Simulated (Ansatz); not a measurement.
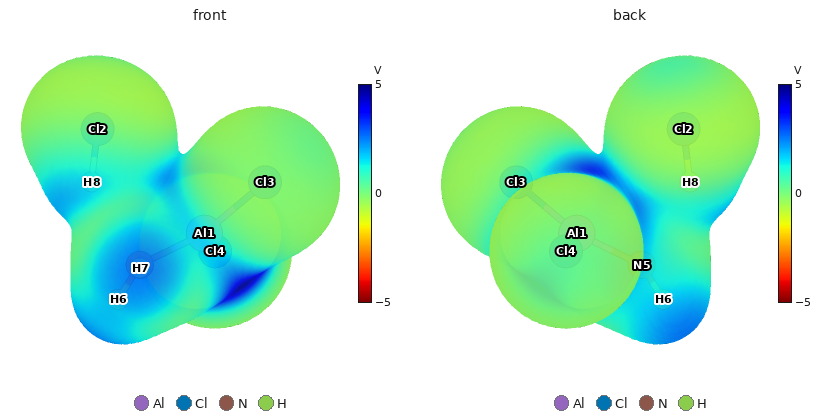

*AlCl$_{2}$H$_{2}$N···HCl. The electrostatic potential painted on the density surface at 0.004 e/bohr³, seen from the front and from behind; red is negative and blue positive.*

Not at a stationary point (largest force 1.5 eV/Å).

The calculation used RKS B3LYP-D4/cc-pVDZ in Ansatz.

```xyz
8

Al    0.0725   -0.6397   -0.4222
Cl   -0.0984    0.2730    2.8766
Cl    1.8846    0.3607   -0.8330
Cl   -1.7818    0.0903   -1.1197
N     0.0989   -2.2359    0.5618
H    -0.6933   -2.8763    0.5068
H     0.9679   -2.7612    0.6570
H    -0.0631   -0.9935    2.4316
```

> Which sites attract a positive test charge, and which a negative one?

A positive charge is drawn to the negative regions and a negative charge to the positive ones. The most negative region (about −0.6 V, or −14 kcal/mol for a unit charge) lies over Cl2, the most positive (about +4.3 V, or +99 kcal/mol for a unit charge) over Al1. Cl2 shows a σ-hole: about +0.6 V, or +14 kcal/mol for a unit charge at the tip opposite its bond, against about −0.4 V, or −9 kcal/mol for a unit charge on its flanks. Cl3 shows a σ-hole: about +0.2 V at the tip opposite its bond, against about −0.3 V on its flanks. Cl4 shows a σ-hole: about +0.2 V at the tip opposite its bond, against about −0.3 V on its flanks.
